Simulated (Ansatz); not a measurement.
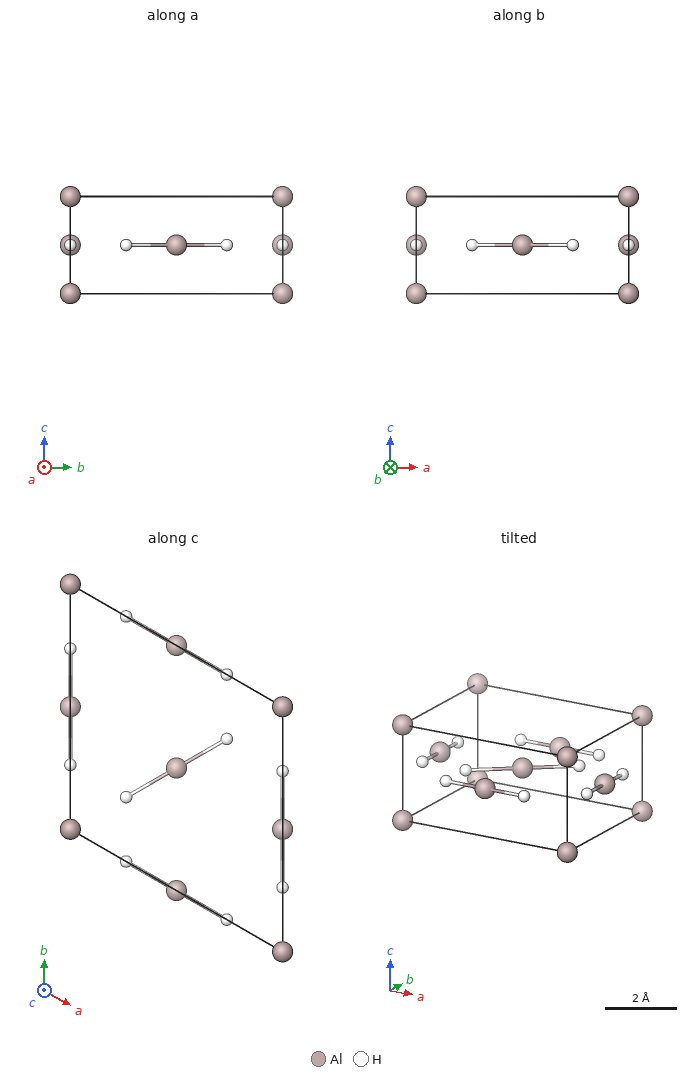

Structure drawing (ball-and-stick), viewed along the a axis, along the b axis, along the c axis and slightly off an axis. One conventional unit cell is framed, with atoms on its boundary repeated.

Lattice parameters: a = 6.987 Å, b = 6.987 Å, c = 2.766 Å, α = 90.00°, β = 90.00°, γ = 120.00°.

> Set out the cell and atoms as a table of Wyckoff sites, with free fractional coordinates to two decimals.

Space group P6/mmm (No. 191).
| atom | site | x | y | z |
| --- | --- | --- | --- | --- |
| Al | 3g | 0.50 | 0.00 | 0.50 |
| Al | 1a | 0.00 | 0.00 | 0.00 |
| H | 6k | 0.26 | 0.00 | 0.50 |

Origin of the cell: a random cell made by a generator, so it need not be a real form of the compound. The structure drawn was relaxed with DFT PBE, scalar-relativistic, plane waves, PAW in Ansatz 0.2.0.
